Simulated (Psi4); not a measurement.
Run report: C2H3In, single-point calculation (part 2 of 2)

C2H3In (InH2(CCH)), multiplicity 3, SMILES [H][In]([H])[C]#C; r2SCAN/def2-QZVPP, UKS, core potentials def2 (Psi4 1.11). The geometry is that of the parent species in another charge or spin state. The geometry comes from this level: GFN2-xTB.

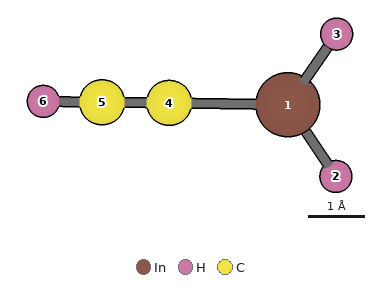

*The structure (ball-and-stick view, seen at a tilt; atoms are numbered from 1 in the order of the input). Sticks mark near contacts.*

The program's output, continued
```
     224A      6.510862   225A      6.569609   226A      6.570187
     227A      6.837198   228A      6.920673   229A      7.107229
     230A      7.125288   231A      7.315478   232A      7.317325
     233A      7.324909   234A      7.709170   235A      7.747964
     236A      7.748064   237A      7.774245   238A      7.779919
     239A      7.868306   240A      7.902051   241A      7.913914
     242A      7.914983   243A      8.109357   244A      8.122112
     245A      8.138035   246A      8.149930   247A      8.184691
     248A      8.190643   249A      8.218471   250A      8.243335
     251A      8.399697   252A      8.471721   253A      8.496722
     254A      8.505546   255A      8.579456   256A      8.602953
     257A      8.620629   258A      8.622023   259A      8.657198
     260A      8.658845   261A      8.703094   262A      8.760213
     263A      8.779362   264A      8.823591   265A      8.826586
     266A      8.836006   267A      8.868925   268A      9.176532
     269A      9.285387   270A      9.331838   271A     10.131395
     272A     10.133223   273A     10.867656   274A     11.302463
     275A     11.481363   276A     11.492993   277A     12.955840
     278A     13.188721   279A     28.652895   280A     30.175618
     281A     38.733053   282A     38.764562   283A     38.771806
     284A     77.848674   285A    148.199735   286A    150.074330

    Beta Occupied:

       1A    -10.075766     2A    -10.067296     3A     -4.610337
       4A     -3.014017     5A     -3.011589     6A     -3.011100
       7A     -0.741431     8A     -0.713686     9A     -0.711917
      10A     -0.705253    11A     -0.703078    12A     -0.700915
      13A     -0.532463    14A     -0.416487    15A     -0.320457
      16A     -0.289547    17A     -0.288489

    Beta Virtual:

      18A     -0.258304    19A     -0.064210    20A     -0.011423
      21A     -0.002645    22A      0.014330    23A      0.033944
      24A      0.059579    25A      0.067251    26A      0.074094
      27A      0.074821    28A      0.101508    29A      0.122114
      30A      0.125689    31A      0.147369    32A      0.148516
      33A      0.194453    34A      0.198256    35A      0.222561
      36A      0.226365    37A      0.249419    38A      0.264272
      39A      0.280721    40A      0.294006    41A      0.298259
      42A      0.305533    43A      0.334330    44A      0.344695
      45A      0.375693    46A      0.386033    47A      0.398598
      48A      0.428498    49A      0.437653    50A      0.451288
      51A      0.467591    52A      0.480366    53A      0.488711
      54A      0.498258    55A      0.504976    56A      0.506367
      57A      0.547544    58A      0.564831    59A      0.570280
      60A      0.635977    61A      0.640071    62A      0.652924
      63A      0.701130    64A      0.703487    65A      0.757943
      66A      0.766070    67A      0.766307    68A      0.784603
      69A      0.810016    70A      0.814231    71A      0.819111
      72A      0.893907    73A      0.897862    74A      0.917443
      75A      0.935177    76A      0.968953    77A      0.978065
      78A      0.991797    79A      1.016244    80A      1.044155
      81A      1.070782    82A      1.088742    83A      1.133038
      84A      1.151979    85A      1.161320    86A      1.165628
      87A      1.200685    88A      1.221073    89A      1.255377
      90A      1.269087    91A      1.271700    92A      1.291795
      93A      1.332900    94A      1.390493    95A      1.403897
      96A      1.420211    97A      1.429825    98A      1.433419
      99A      1.476956   100A      1.478230   101A      1.484107
     102A      1.521121   103A      1.586199   104A      1.593385
     105A      1.603690   106A      1.634025   107A      1.639767
     108A      1.663197   109A      1.685427   110A      1.692783
     111A      1.744043   112A      1.752534   113A      1.761822
     114A      1.771647   115A      1.830659   116A      1.834567
     117A      1.893641   118A      1.916900   119A      1.930826
     120A      1.999795   121A      2.012440   122A      2.013236
     123A      2.024751   124A      2.047371   125A      2.050083
     126A      2.072511   127A      2.077716   128A      2.093515
     129A      2.153663   130A      2.177405   131A      2.252042
     132A      2.296069   133A      2.299751   134A      2.381626
     135A      2.405123   136A      2.409149   137A      2.425363
     138A      2.430241   139A      2.476177   140A      2.517301
     141A      2.534263   142A      2.563114   143A      2.630270
     144A      2.661082   145A      2.671712   146A      2.688220
     147A      2.718578   148A      2.745046   149A      2.748559
     150A      2.774426   151A      2.803907   152A      2.825560
     153A      2.859230   154A      2.890850   155A      2.914808
     156A      2.917315   157A      2.947796   158A      3.025066
     159A      3.041331   160A      3.180300   161A      3.188734
     162A      3.216687   163A      3.269788   164A      3.308103
     165A      3.329162   166A      3.411999   167A      3.431487
     168A      3.547714   169A      3.553742   170A      3.605033
     171A      3.852670   172A      3.933001   173A      3.982758
     174A      4.059455   175A      4.546226   176A      4.549138
     177A      4.592020   178A      4.595110   179A      4.690570
     180A      4.809319   181A      4.809429   182A      5.071424
     183A      5.201510   184A      5.206651   185A      5.209270
     186A      5.220987   187A      5.426016   188A      5.433750
     189A      5.506302   190A      5.612904   191A      5.649810
     192A      5.661943   193A      5.735746   194A      5.746190
     195A      5.800252   196A      5.803087   197A      5.806750
     198A      6.006195   199A      6.010789   200A      6.011180
     201A      6.012099   202A      6.058167   203A      6.065865
     204A      6.073294   205A      6.087607   206A      6.092926
     207A      6.098806   208A      6.120233   209A      6.122315
     210A      6.169353   211A      6.192817   212A      6.196518
     213A      6.204525   214A      6.234271   215A      6.268986
     216A      6.292123   217A      6.321599   218A      6.343584
     219A      6.347581   220A      6.396285   221A      6.420390
     222A      6.509155   223A      6.540661   224A      6.541666
     225A      6.542857   226A      6.557445   227A      6.825032
     228A      6.919572   229A      7.108183   230A      7.138363
     231A      7.302667   232A      7.311852   233A      7.318373
     234A      7.705926   235A      7.736295   236A      7.749593
     237A      7.872471   238A      7.875523   239A      7.915234
     240A      7.919363   241A      8.002512   242A      8.046990
     243A      8.082682   244A      8.095527   245A      8.186272
     246A      8.253214   247A      8.292312   248A      8.318414
     249A      8.346747   250A      8.382220   251A      8.463024
     252A      8.500906   253A      8.516685   254A      8.569808
     255A      8.606364   256A      8.608252   257A      8.658090
     258A      8.698107   259A      8.740666   260A      8.750017
     261A      8.765967   262A      8.780556   263A      8.798183
     264A      8.798313   265A      8.818155   266A      8.854777
     267A      8.951974   268A      9.285350   269A      9.311522
     270A      9.434938   271A     10.102746   272A     10.106927
     273A     10.843597   274A     11.295030   275A     11.442960
     276A     11.448871   277A     12.938833   278A     13.166742
     279A     28.645700   280A     30.156844   281A     38.733000
     282A     38.765982   283A     38.773209   284A     77.848858
     285A    148.198227   286A    150.071196

    Final Occupation by Irrep:
              A
    DOCC [    17 ]
    SOCC [     2 ]
    NA   [    19 ]
    NB   [    17 ]

  @DF-UKS Final Energy:  -267.95945945511949

   => Energetics <=

    Nuclear Repulsion Energy =             90.5398599971193931
    One-Electron Energy =                -618.3392272383146064
    Two-Electron Energy =                 288.3795349907943546
    DFT Exchange-Correlation Energy =     -28.5396272047185846
    Empirical Dispersion Energy =           0.0000000000000000
    VV10 Nonlocal Energy =                  0.0000000000000000
    Total Energy =                       -267.9594594551194859

  UHF NO Occupations:
  HONO-2 :   17  A 1.9974583
  HONO-1 :   18  A 1.0000000
  HONO-0 :   19  A 1.0000000
  LUNO+0 :   20  A 0.0025417
  LUNO+1 :   21  A 0.0017934
  LUNO+2 :   22  A 0.0016088
  LUNO+3 :   23  A 0.0010141

Computation Completed

Properties will be evaluated at   0.000000,   0.000000,   0.000000 [a0]

Properties computed using the SCF density matrix

 Multipole Moments:

 ------------------------------------------------------------------------------------
     Multipole            Electronic (a.u.)      Nuclear  (a.u.)        Total (a.u.)
 ------------------------------------------------------------------------------------

 L = 1.  Multiply by 2.5417464519 to convert [e a0] to [Debye]
 Dipole X            :         16.8988612          -17.1871233           -0.2882620
 Dipole Y            :         29.1987021          -29.7045670           -0.5058649
 Dipole Z            :         -0.0118093           -0.0000864           -0.0118957
 Magnitude           :                                                    0.5823537

 ------------------------------------------------------------------------------------

	total time  =        587 seconds =       9.78 minutes
```

Standard output
```
E = -267.959459455
```

The run was set up as follows.

Input file (run.py)
```python
import psi4

psi4.set_memory(1600000000)
psi4.set_num_threads(1)
psi4.core.set_output_file('c2h3in.out', False)

geom = psi4.geometry("""
0 3
In     1.28047842     2.21800935     0.00531013
H      4.53137427     2.22388640     0.05655950
H     -0.31535750     5.05169147    -0.08059682
C     -0.74869059    -1.26687239     0.01387059
C     -1.87532641    -3.24832582     0.00742662
H     -2.87249709    -4.97838899    -0.00255113
units au
symmetry c1
""")

options = {'basis': 'def2-QZVPP', 'reference': 'uks', 'puream': True, 'scf_type': 'df', 'dft_radial_points': 99, 'dft_spherical_points': 590, 'maxiter': 150}
psi4.set_options(options)

e = psi4.energy('r2scan')
print('E =', round(e, 9))
```

Launched with:
```bash
python run.py
```

Key numbers

```tsv
quantity	value
outcome	converged
total energy	−267.959459 hartree
basis functions	286
⟨S²⟩	2.015
dipole moment	1.48 D
hardware	1 thread of Intel Xeon @ 2.50GHz (Skylake/Cascade Lake), 189 GiB of memory available, shared host
wall time	9.8 min
peak memory	1.3 GiB
```
